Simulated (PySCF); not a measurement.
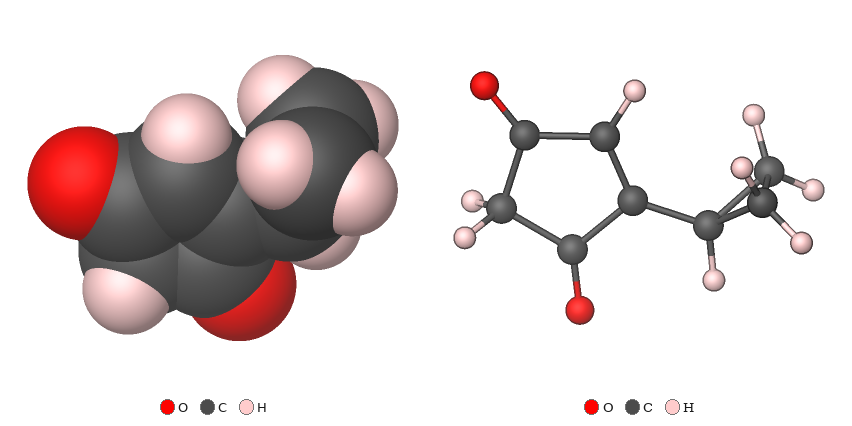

The same structure drawn twice, from different directions.

The computed structure is the end point of a GFN2-xTB optimisation. No frequency run is at hand to confirm it as a minimum.

Description:

The molecule is C8H8O2. SMILES: `O=C1C=C(C2CC2)C(=O)C1`. Independent rings (smallest set): 1 of 3 members, 1 of 5 members. Among its groups: ketone, alkene. The point group is Cs. Coordination, clear cases only: 4 C trigonal planar; 1 C tetrahedral.

More results for the same structure follow; atom numbers are the same in all pictures, views and colours differ.

### Geometry

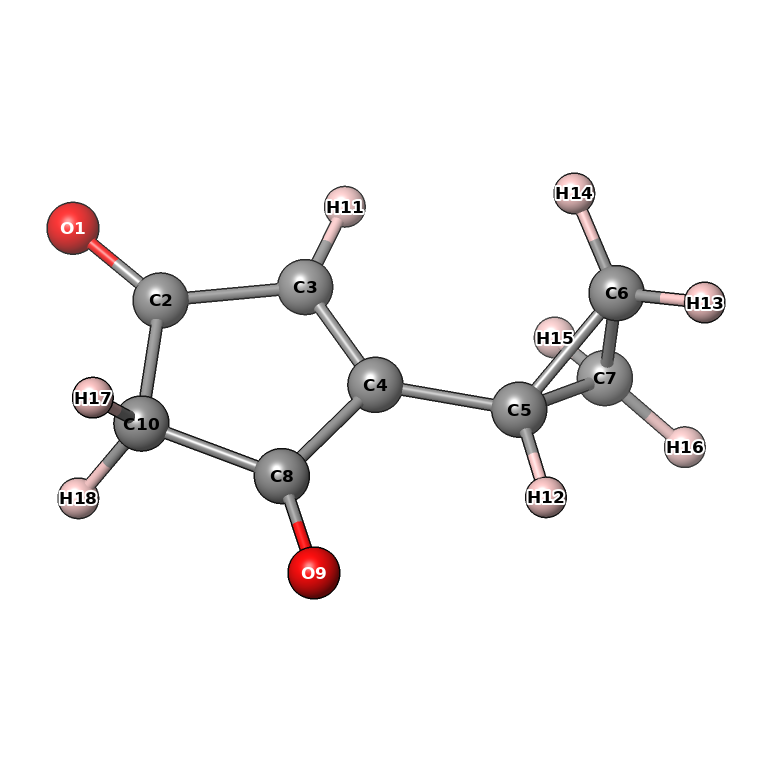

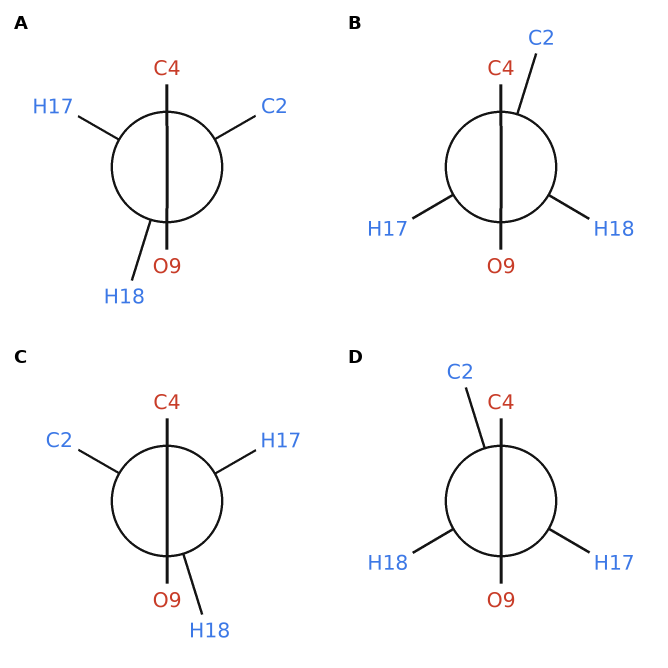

Atoms fade into the background with distance from the viewer. Bonds that would overlap in a projection are set slightly apart. No frequency run is at hand to confirm it as a minimum.

> Which Newman projection shows the view along C8–C10, with C8 in front?

B. The torsion angle O9–C8–C10–C2 is 180°, antiperiplanar (anti).

### Ring current

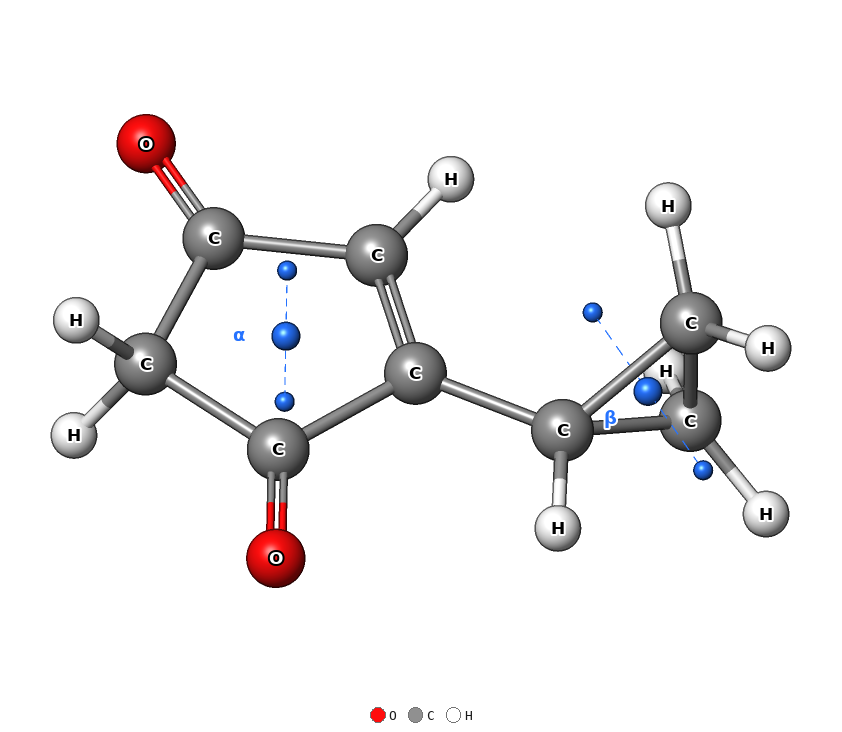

The small points mark where nucleus-independent chemical shifts (NICS) were computed: at the centre of each lettered ring and 1 Å above and below it. No frequency run is at hand to confirm it as a minimum. Method: GIAO PBE0/pcSseg-1 NMR shielding, non-relativistic, gas phase (PySCF 2.14.0).

Give NICS(0), NICS(1) and the out-of-plane component NICS(1)zz for each ring (means of the two sides).

| ring | members | NICS(0) | NICS(1) | NICS(1)zz |
| --- | --- | --- | --- | --- |
| α | C5 | 6.2 | −2.7 | −3.0 |
| β | C3 | −43.7 | −7.5 | −23.6 |

Values in ppm.

> What do the values say about the ring currents?

Ring α: weak, as in a non-aromatic ring. NICS is one index among several.

### Electronic properties

No frequency run is at hand to confirm it as a minimum. Method: PBE0/pcSseg-1, gas phase (PySCF 2.14.0).

Computed properties:

- dipole moment: 3.00 D
- HOMO energy (Kohn–Sham orbital): −7.31 eV
- LUMO energy (Kohn–Sham orbital): −2.60 eV
- HOMO–LUMO gap: 4.71 eV

### NMR shielding

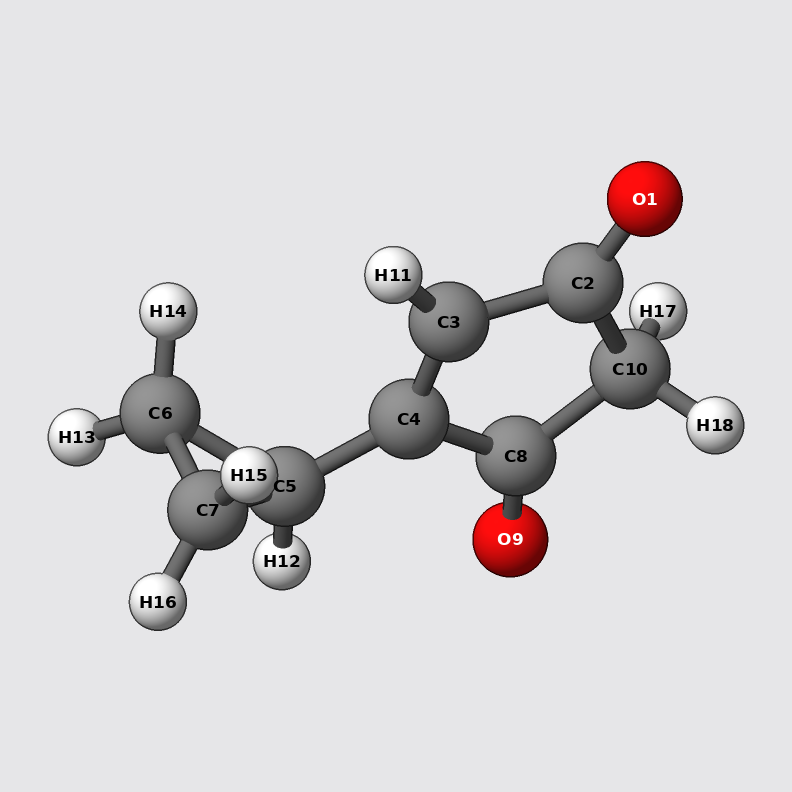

No frequency run is at hand to confirm it as a minimum. Method: GIAO PBE0/pcSseg-1 NMR shielding, non-relativistic, gas phase (PySCF 2.14.0). Principal shieldings σ11 ≤ σ22 ≤ σ33, span Ω = σ33 − σ11, skew κ = 3(σiso − σ22)/Ω.

> Which C atom has the most anisotropic shielding?

C4, with a span of 235 ppm.

Give the shielding tensors of the C atoms.

```csv
atom,σ11,σ22,σ33,σiso,Ω,κ
C2,−94.3,−38.8,82.8,−16.8,177.1,0.37
C3,−57.2,53.1,141.6,45.8,198.8,−0.11
C4,−103.5,−2.3,131.1,8.4,234.6,0.14
C5,136.7,177.7,219.6,178.0,82.9,0.01
"C6, C7",133.7,171.9,194.8,166.8,61.0,−0.25
C8,−94.5,−45.1,79.4,−20.1,173.9,0.43
C10,135.6,137.7,152.8,142.1,17.2,0.76
```

Shieldings and span in ppm.

### Charges

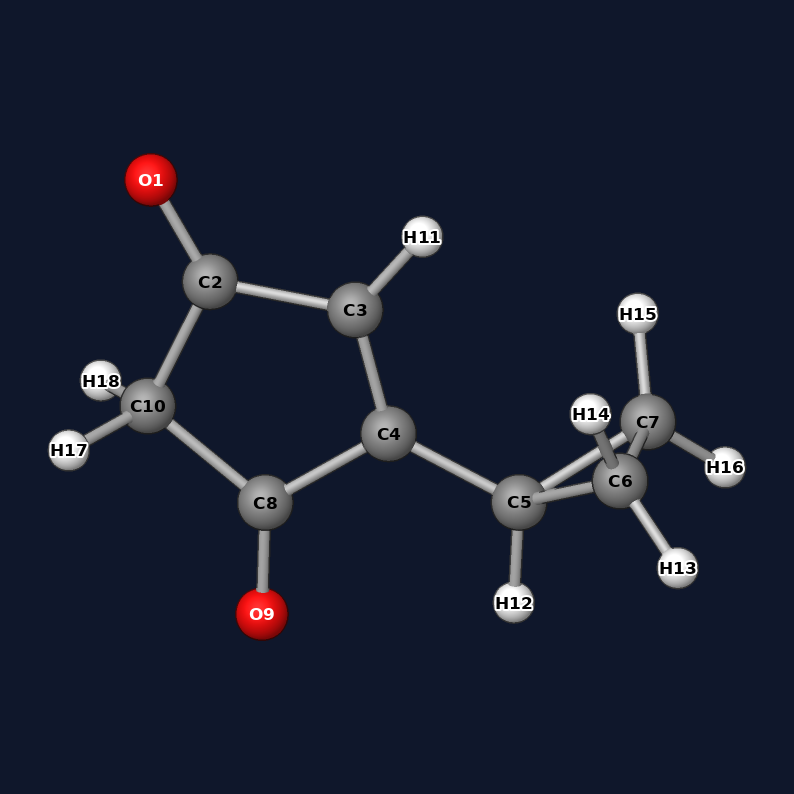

The questions are on IAO charges. No frequency run is at hand to confirm it as a minimum. Method: PBE0/pcSseg-1, gas phase (PySCF 2.14.0).

> Which atom carries the highest charge (most positive or least negative)?

C8 (0.38 e).

> And the lowest?

O1 (−0.41 e).

Give the IAO charges atom by atom.

```tsv
atom	value (e)
O1	−0.41
C2	0.37
C3	−0.21
C4	0.00
C5	−0.15
C6	−0.27
C7	−0.27
C8	0.38
O9	−0.39
C10	−0.38
H11	0.17
H12	0.17
H13	0.16
H14	0.15
H15	0.15
H16	0.16
H17	0.19
H18	0.19
```
